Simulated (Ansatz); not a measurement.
**Ligand exchange: SiH2(CH3)Br + GeH3(NH2) → SiH2(CH3)(NH2) + GeH3Br**

Species: SiH2(CH3)Br, singlet; GeH3(NH2), singlet; SiH2(CH3)(NH2), singlet; GeH3Br `[GeH3][Br]`, singlet. The partners trade Br for NH2: Si–Br and Ge–NH2 bonds give way to Si–NH2 and Ge–Br.

Shapes, held fixed at every level: PBE0-D4/def2-TZVP. Flexible molecules stand in one conformer, not always the lowest. Programs: Ansatz 0.2.0. The zero-point and thermal change to 298 K, harmonic and unscaled (PBE0-D4/def2-TZVP), is -0.3 kJ/mol.

| level | kind | ΔH(298 K) (kJ/mol) | less CCSD(T)/def2-TZVPP |
| --- | --- | --- | --- |
| HF/def2-TZVPP | Hartree–Fock | -38.5 | -9.9 |
| SPW92/def2-TZVPP | LDA | -30.5 | -1.9 |
| PBE0-D4/def2-TZVPP | global hybrid | -30.9 | -2.3 |
| wB97M-V/def2-TZVPP | range-separated hybrid | -32.2 | -3.6 |
| wB97X-V/def2-TZVPP | range-separated hybrid | -30.9 | -2.3 |
| MP2/def2-SVP | perturbation theory | -24.0 | +4.6 |
| CCSD(T)/def2-SVP | coupled cluster or CI | -24.6 | +4.0 |
| CCSD(T)/def2-TZVPP | coupled cluster or CI | -28.6 | 0.0 |

The highest level, CCSD(T)/def2-TZVPP, gives ΔH(298 K) = -28.6 kJ/mol; the levels span -38.5 to -24.0. The column of differences is taken from that level and isn't an error. No measured value is set beside it here. Relativity is left out for Br, Ge. Outer-core shells of Br, Ge are correlated, in sets that cover them unevenly.

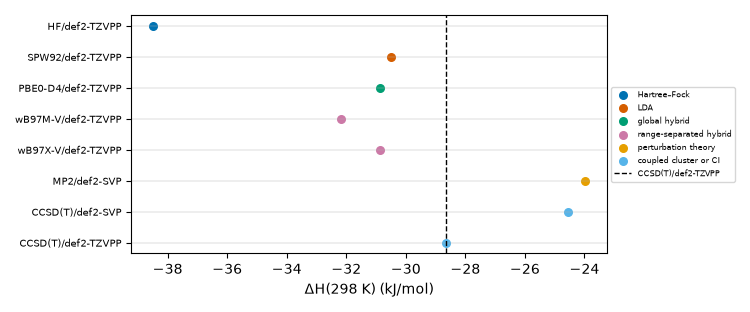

The values of the table, level by level.
